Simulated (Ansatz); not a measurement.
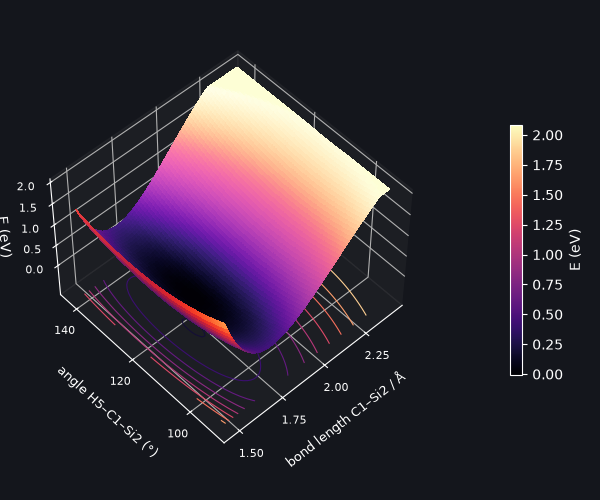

Energy landscape of CH₄NSi, SMILES C=[Si+]N, charge +1. First axis: bond length C1–Si2. Second axis: angle H5–C1–Si2. Nothing is relaxed (all other coordinates rigid). The scan uses a 15 × 15 grid. Energies are in eV, from the lowest grid point. These are results of RKS PBE0-D4/def2-TZVP (Ansatz 0.2.0), not measurements.

In the figure: a relief with its contours projected below, any walls above the top of the colour scale cut off. Between grid points the surface is interpolated. 

> Describe this landscape.

The lowest grid point is at bond length C1–Si2 = 1.743 Å, angle H5–C1–Si2 = 117.2°. It is the only kind of minimum in the scanned range. The highest grid point, bond length C1–Si2 = 2.406 Å, angle H5–C1–Si2 = 142.2°, lies 2.53 eV above the lowest. Round the minimum the two coordinates are weakly coupled (coupling 0.14 in units of the two stiffnesses).

The input of one point:

```yaml
crystal:
  periodic: [false, false, false]
  atoms:
    - { symbol: C, position_ang: [-1.153303, 0.280565, -1.018748] }
    - { symbol: Si, position_ang: [-0.256616, 0.077838, 0.462097] }
    - { symbol: "N", position_ang: [1.257056, -0.309284, 0.952927] }
    - { symbol: H, position_ang: [-1.903302, -0.476522, -1.255196] }
    - { symbol: H, position_ang: [-1.436258, 1.2979, -1.295441] }
    - { symbol: H, position_ang: [1.530333, -0.359541, 1.926401] }
    - { symbol: H, position_ang: [2.011579, -0.52233, 0.309641] }
total_charge: 1
basis:
  gaussian: { orbitals: def2-TZVP }
hamiltonian:
  xc: pbe0
  dispersion: d4
output:
  forces: true
```

Each point was launched as `ansatz run input.yaml --threads 1 --pin off --max-ram 2560MiB --backend cpu --events-out ev --progress --plain --runs-dir out`. The whole map (225 points run) took 19 min on 1 thread of Arm Neoverse N1, with other jobs on the host.
